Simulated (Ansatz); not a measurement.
Effect of Ru → Mo on Ru

Base system: Ru in the hcp (Mg type) structure (space group P6_3/mmc, No. 194; a = 2.692 Å, c = 4.246 Å).

Now apply this change: every Ru is replaced by Mo; the structure is relaxed again.

Level of theory: DFT with PBEsol, PAW potentials and a 420 eV plane-wave cutoff in Ansatz (a first-principles code), spin-orbit coupling left out. Γ-centred 19×19×10 mesh, Fermi–Dirac width 0.05 eV, for the changed cell.

- Volume per atom: 15.61 Å³ (base 13.32 Å³)
- Density: 10.20 g/cm³ (base 12.60 g/cm³)
- Lattice parameter a: 2.730 Å (base 2.692 Å)
- c/a ratio: 1.772 (base 1.577)
- Space group: P6_3/mmc (No. 194) (base P6_3/mmc (No. 194))
- Shortest interatomic distance: 2.730 Å (base 2.631 Å)
- Band gap: zero (base zero)

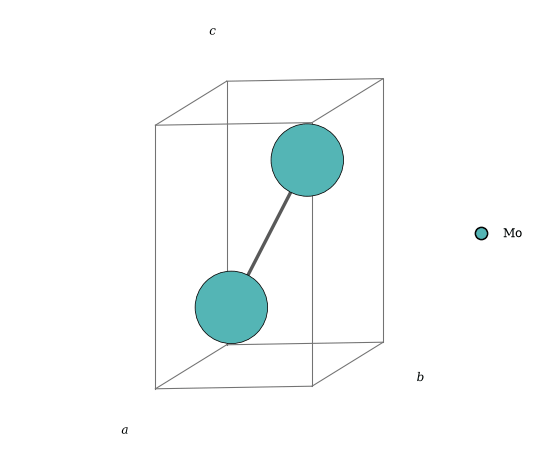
Fig. 1. The relaxed conventional cell after the change

Stability against distortions was not tested. For Mo in this form, whether it has been made was not checked. All final runs are without spin polarisation. This is not the structure that Mo has at room temperature and ambient pressure.
